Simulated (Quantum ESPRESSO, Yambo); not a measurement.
# GaP (F-43m): G0W0 with Yambo, start to end, part 3 of 3

Wanted: ground state, empty states, screening and self-energy for GaP (F-43m).

Quantum ESPRESSO 7.5 and Yambo 5.3.0; PBE and many-body steps on it, plane waves. Known limits of the many-body steps: not at the basis limit; exchange with frozen shells missing; no spin-orbit coupling.

So far. Step 3 (Bands along the symmetry lines): The gap is 1.593 eV, −0.060 eV from the run before at this level. Step 4 (Empty states on the mesh, 6×6×6 mesh, 268 bands): On this mesh the gap is 1.653 eV.

### Step 6. Screening and self-energy, 6×6×6 mesh, 268 bands, screening to 217.7 eV

Now the one-shot GW correction: screening in the RPA, then the self-energy of the levels asked for.

This step: G0W0 on PBE, plane waves, norm-conserving pseudopotentials.

gw3.in

```
HF_and_locXC
gw0
dyson
ppa
em1d
rim_cut
RandQpts= 1000000
RandGvec= 1 RL
EXXRLvcs= 72 Ry
VXCRLvcs= 288 Ry
Chimod= "HARTREE"
% BndsRnXp
 1 | 268 |
%
NGsBlkXp= 16 Ry
% LongDrXp
 1 | 1 | 1 |
%
% GbndRnge
 1 | 268 |
%
DysSolver= "n"
ExtendOut
PPAPntXp= 27.21138 eV
% QPkrange
 1 | 1 | 8 | 11 |
 13 | 13 | 8 | 11 |
%
```

Launch:

```console
OMP_NUM_THREADS=1 mpirun -n 4 yambo -F gw3.in -J gw3 -C gw3 > gw3.log
```

The program printed:

```text
 Yambo, version 5.3.0

 [02] CORE Variables Setup
 =========================

  [... cell, symmetries and grids as in the set-up ...]

  [02.05] Energies & Occupations
  ==============================

  [X] === General ===
  [X] Electronic Temperature                        :  0.000000  0.000000 [eV K]
  [X] Bosonic    Temperature                        :  0.000000  0.000000 [eV K]
  [X] Finite Temperature mode                       : no
  [X] El. density                                   :  0.44466E+24 [cm-3]
  [X] Fermi Level                                   :  7.619618 [eV]

  [X] === Gaps and Widths ===
  [X] Conduction Band Min                           :  1.652582 [eV]
  [X] Valence Band Max                              :  0.000000 [eV]
  [X] Filled Bands                                  :   9
  [X] Empty Bands                                   :   10  268
  [X] Direct Gap                                    :  1.816923 [eV]
  [X] Direct Gap localized at k                     :  1
  [X] Indirect Gap                                  :  1.652582 [eV]
  [X] Indirect Gap between kpts                     :   1  13
  [X] Last valence band width                       :  3.261558 [eV]
  [X] 1st conduction band width                     :  2.254772 [eV]

 [03] Transferred momenta grid and indexing
 ==========================================

 IBZ Q-points                                      :  16
 BZ  Q-points                                      :  216

 K/Q-points units:
 rlu = crystal or reduced units; cc = cartesian coordinates; iku = interal k-units

 Q [ 1]         [rlu]:  0.000000  0.000000  0.000000
 Q [ 2]         [rlu]:  0.25176E-17  0.25176E-17  0.16667
 Q [ 3]         [rlu]:  0.50351E-17  0.50351E-17  0.33333
 Q [ 4]         [rlu]:  0.51853E-17  0.51853E-17 -0.50000
 Q [ 5]         [rlu]:  0.12525E-16  0.16667      0.16667
 Q [ 6]         [rlu]:  0.25267E-16  0.16667      0.33333
 Q [ 7]         [rlu]: -0.26970E-17  0.16667      0.50000
 Q [ 8]         [rlu]:  0.51853E-17  0.16667     -0.33333
 Q [ 9]         [rlu]: -0.32791E-16  0.16667     -0.16667
 Q [10]         [rlu]:  0.25050E-16  0.33333      0.33333
     [... 4 further rows ...]
 Q [15]         [rlu]:  0.166667  0.333333 -0.333333
 Q [16]         [rlu]:  0.166667 -0.500000 -0.333333

 [04] Coloumb potential Random Integration (RIM)
 ===============================================

  [04.01] RIM initialization
  ==========================

  * Diagonal components only detected *

  8 x (sBL volume)        :  0.033630 [a.u.]
  sBZ random points       :  1000000
  Points outside the sBZ  :   7968281
  RL volume               :  0.908017 [a.u.]
  Integrated volume       :  0.911631 [a.u.]

  [04.02] RIM integrals
  =====================

  Gamma point sphere radius             :  0.058550 [a.u.]
  Points outside the sphere             :   800476
  [Int_sBZ(q=0) 1/q^2]*(Vol_sBZ)^(-1/3) =:  7.776341
                                 should be <:  7.795600

  Summary of Coulomb integrals for non-metallic bands |Q|[au] RIM/Bare

  Q [1] 0.100000E-4 0.997530 * Q [2] 0.176098 1.068480
  Q [5] 0.203340 1.068537 * Q [9] 0.287567 1.030488
  Q [6] 0.337202 1.023143 * Q [3] 0.352196 1.020326
  Q [10] 0.406681 1.017560 * Q [8] 0.443170 1.014854
  Q [14] 0.454683 1.014341 * Q [7] 0.498080 1.012352
  Q [11] 0.528294 1.011710 * Q [4] 0.528294 1.011454
  Q [12] 0.575133 1.010544 * Q [15] 0.601489 1.009943
  Q [13] 0.610021 1.009481 * Q [16] 0.643018 1.008827

 [05] Dipoles
 ============

  [05.01] Setup: observables and procedures
  =========================================

 [06] Dynamic Dielectric Matrix (PPA)
 ====================================

 [WR./gw3//ndb.pp]---------------------------------------------------------------
  Brillouin Zone Q/K grids (IBZ/BZ)                :   16  216   16  216
  RL vectors                                       :   3647 [WF]
  Coulomb cutoff potential                         : none
  Electronic Temperature                           :  0.000000 [K]
  Bosonic    Temperature                           :  0.000000 [K]
  PPA    diel. fun.  energies                      : Perdew, Burke & Ernzerhof(X)+Perdew, Burke & Ernzerhof(C)
  wavefunctions                                    : Perdew, Burke & Ernzerhof(X)+Perdew, Burke & Ernzerhof(C)
  Global Gauge                                     : length
  X matrix size                                    :  307
  X band range                                     :    1  268
  X e/h energy range                               : -1.000000 -1.000000 [eV]
  X Time ordering                                  : R
  X Hxc Kernel                                     : HARTREE
  X Drude frequency                                :  0.000000  0.000000
  X poles                                          :  100.0000 [o/o]
  RL vectors in the sum                            :   3647
  [r,Vnl] included                                 : yes
  Field direction                                  :  0.577350E-5  0.577350E-5  0.577350E-5
  BZ energy Double Grid                            : no
  BZ energy DbGd points                            : 0
  BZ Q point size factor                           : -1.000000
  X Optical Averaged directions                    : none

 [07] Local Exchange-Correlation + Non-Local Fock
 ================================================

 [VXC] Plane waves :  22419
 [EXS] Plane waves :  2837

 QP @ state[ 1 ] K range:  1  1
 QP @ state[ 1 ] b range:   8  11
 QP @ state[ 2 ] K range:  13  13
 QP @ state[ 2 ] b range:   8  11

 [xc] Functional : Perdew, Burke & Ernzerhof(X)+Perdew, Burke & Ernzerhof(C)
 [xc] LIBXC used to calculate xc functional
  PP Number of Atomic Species                      :  2
  NLCC RL compoments                               :  22419
  PP Number of Atomic Species                      :  2
  NLCC RL compoments                               :  22419

 [xc] E_xc :  -10.80444 [Ha]
      E_xc :  -21.60888 [Ry]

  Local XC kind (lXC) : Perdew, Burke & Ernzerhof(X)+Perdew, Burke & Ernzerhof(C)
  Non-Local XC kind (nlXC) : Hartree-Fock

  Corrections @ K [1] :  [eV]
 <8|nlXC|8> = -14.39071  0.11463E-16 <8|lXC|8> = -12.82108  0.70806E-16
 <9|nlXC|9> = -14.39072 -0.19389E-17 <9|lXC|9> = -12.82108  0.000000
 <10|nlXC|10> = -8.269671 -0.21756E-17 <10|lXC|10> = -12.31178  0.000000
 <11|nlXC|11> = -6.935920  0.25130E-18 <11|lXC|11> = -10.87053 -0.28323E-15

  Corrections @ K [13] :  [eV]
 <8|nlXC|8> = -14.58555  0.92692E-18 <8|lXC|8> = -11.50137 -0.47204E-16
 <9|nlXC|9> = -14.58554 -0.81921E-17 <9|lXC|9> = -11.50137 -0.47204E-16
 <10|nlXC|10> = -5.692731 -0.13152E-17 <10|lXC|10> = -9.381860  0.10031E-15
 <11|nlXC|11> = -6.588212 -0.23024E-17 <11|lXC|11> = -10.53001  0.19914E-16

 [08] Dyson equation: Newton solver
 ==================================

  [08.01] G0W0 (W PPA)
  ====================

  [  GW  ] Bands range     :    1  268
  [GW/PPA] G damping       :  0.100000 [eV]

  QP @ state[ 1 ] K range:  1  1
  QP @ state[ 1 ] b range:   8  11
  QP @ state[ 2 ] K range:  13  13
  QP @ state[ 2 ] b range:   8  11

   Sc/G bands                                       :    1  268
   Sc/G damping                                     :  0.100000 ev
   Sc bands terminator                              : no
   Sx RL components                                 :  2837

   QP @ state[ 1 ] K range                          :  1  1
   QP @ state[ 1 ] b range                          :   8  11
   QP @ state[ 2 ] K range                          :  13  13
   QP @ state[ 2 ] b range                          :   8  11
   GF energies kind                                 : Perdew, Burke & Ernzerhof(X)+Perdew, Burke & Ernzerhof(C)
   GF WF`s kind                                     : Perdew, Burke & Ernzerhof(X)+Perdew, Burke & Ernzerhof(C)
   Xs energies kind                                 : Perdew, Burke & Ernzerhof(X)+Perdew, Burke & Ernzerhof(C)
   Xs WF`s kind                                     : Perdew, Burke & Ernzerhof(X)+Perdew, Burke & Ernzerhof(C)

 [11] Game Over & Game summary
```

Run time: 21 min. Hardware: 4 MPI ranks of Arm Neoverse V1, shared host; peak memory 2.3 GiB; 84 min of CPU time.

Numbers from this step:

```
G0W0 gap on the points computed              : 2.254 eV
starting gap on the mesh                     : 1.653 eV
k of the valence top                         : 0, 0, 0
k of the conduction bottom                   : 0, -0.5, -0.5
least direct G0W0 gap on the computed points : 2.341 eV
Z at the valence top                         : 0.7843
Z at the conduction bottom                   : 0.8084
```

The gap on the mesh goes from 1.65 eV to 2.25 eV, a correction of +0.60 eV.

Limits: finite bands, cutoff and mesh; exchange with frozen shells missing; no spin-orbit coupling. v1 is the top filled band, c1 the lowest empty one. The levels before and after the correction (eV, zero at the valence-band top of each column):

|  | conduction bottom | valence top |
| --- | --- | --- |
| Kohn-Sham | 1.65 | 0.00 |
| G0W0 | 2.25 | 0.00 |

|  | level | energy (eV) |
| --- | --- | --- |
| Kohn-Sham | Γ v2-v1 | 0.000 |
| Kohn-Sham | Γ c1 | 1.817 |
| Kohn-Sham | Γ c2 | 3.887 |
| Kohn-Sham | (0 -0.5 -0.5) v2-v1 | -2.683 |
| Kohn-Sham | (0 -0.5 -0.5) c1 | 1.653 |
| Kohn-Sham | (0 -0.5 -0.5) c2 | 1.822 |
| G0W0 | Γ v2-v1 | 0.000 |
| G0W0 | Γ c1 | 2.341 |
| G0W0 | Γ c2 | 4.408 |
| G0W0 | (0 -0.5 -0.5) v2-v1 | -3.005 |
| G0W0 | (0 -0.5 -0.5) c1 | 2.254 |
| G0W0 | (0 -0.5 -0.5) c2 | 2.506 |

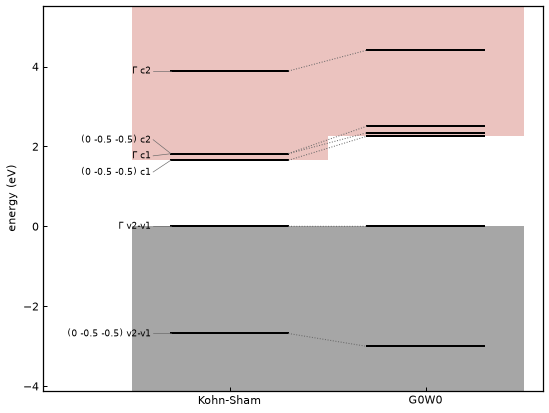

Levels before and after the correction. Shaded: valence and conduction bands.

### Step 7. Where the time went

Times are wall times on the hardware named with each run, good to a factor of about two.

| step | time | share | memory (GiB) |
| --- | --- | --- | --- |
| ground state | 3.4 s | 0 % | 0.22 |
| bands along the symmetry lines | 3.6 s | 0 % | 0.19 |
| empty states on the mesh | 35 s | 3 % | 0.47 |
| conversion and set-up | 2.8 s | 0 % | 0.24 |
| screening and self-energy | 21 min | 97 % | 2.3 |

### Step 8. Summary of results

- PBE gap: 1.59 eV, indirect
- G0W0 gap on the mesh: 2.25 eV
- G0W0 gap over the zone (rigid shift): 2.19 eV
- GW settings: 6×6×6 mesh, 268 bands, screening to 217.7 eV, Godby-Needs plasmon pole
- known limits: not at the basis limit; exchange with frozen shells missing; no spin-orbit coupling

G0W0 moves the gap on the mesh from 1.65 eV to 2.25 eV (+0.60 eV), with Z of 0.78 and 0.81 at the edges. The mesh misses the band edges by 0.06 eV in all; a rigid shift gives 2.19 eV for the zone. Only 2 of the mesh's irreducible points were corrected, so a valley elsewhere could overtake. The dearest step here is «screening and self-energy». Against experiment, by G0W0@PBE: the gap of 2.19 eV lies −0.06 eV from the measured 2.25 ± 0.04 eV (indirect, 300 K, on Si, 2020). The calculation has static nuclei and no excitons; a measured gap holds zero-point and thermal motion, which mostly lowers it. Bands and cutoff are finite, so the gap is not at the basis limit. The miss can reach some tenths of an eV and take either sign; the mesh is an error of its own. In the G0W0 run levels were corrected at 2 k points alone, so a gap called «on the mesh» is the least over those, and an edge elsewhere would be missed. A denser mesh or path gives a starting gap of 1.59 eV: the GW mesh misses a band edge, so its gaps are not the fundamental one. The norm-conserving file of at least one element keeps a d shell over frozen s and p shells of the same row. Exchange with those shells is missing from the self-energy, an error of 0.3 to 0.9 eV in cases checked, whose sign depends on which edge lies on those atoms. The many-body steps are scalar-relativistic: spin-orbit coupling is not in them.

[Paths, hosts, dates, memory and timing lines, banners, echoed tables and standing remarks are left out of the program output.]

[Logs are printed without paths, hosts, clocks, repeated set-up lines and the standing remarks that a program may print on its own settings, such as how far it seeks lower states.]

[Runs of the session that timed out or met a known fault of the program may be left out.]

[Hosts, paths, dates, database ids (printed as entryN), source tags and the programs' standing remarks are cut or masked in the printed files.]
